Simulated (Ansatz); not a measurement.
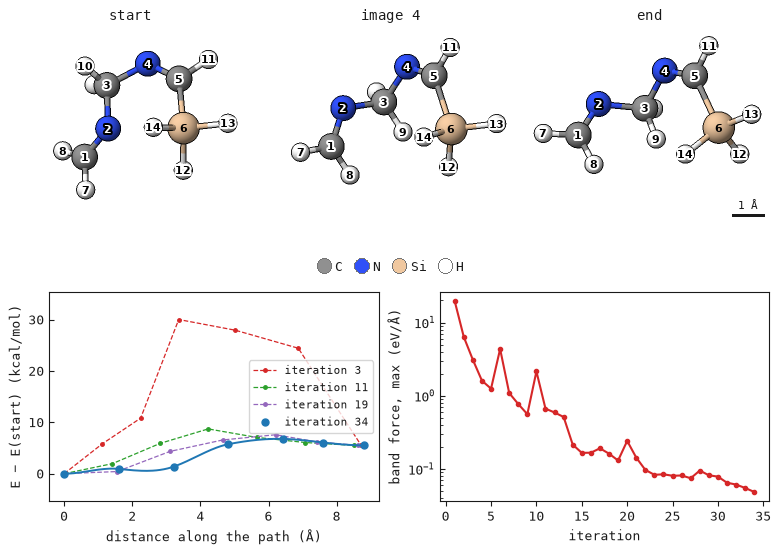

NEB run on C₃H₈N₂Si. Images are numbered from 0 (start) to 6 (end). The plot follows the band through its iterations. A ball-and-stick model, seen at a tilt.

Level of theory: RKS B3LYP-D4/cc-pVDZ (Ansatz). Settings: 5 movable images; climbing image; force threshold 0.05 eV/Å; iteration limit 60; starting path through a guess of the saddle point.

**Did the band converge, and can the barrier be trusted?**

The run is converged, with reservations. The band converged in 34 iterations. The largest component of the band force went from 20 to 0.049 eV/Å. The climbing image converged on the top of the path. Its vibrational analysis gives 2 imaginary modes over 30i cm⁻¹, so it isn't confirmed as a transition state. The first iteration put the highest image at 300.7 kcal/mol. The energy climbs by 6.8 kcal/mol to image 4 and then falls by 1.3 kcal/mol, so the end point sits at +5.5 kcal/mol.
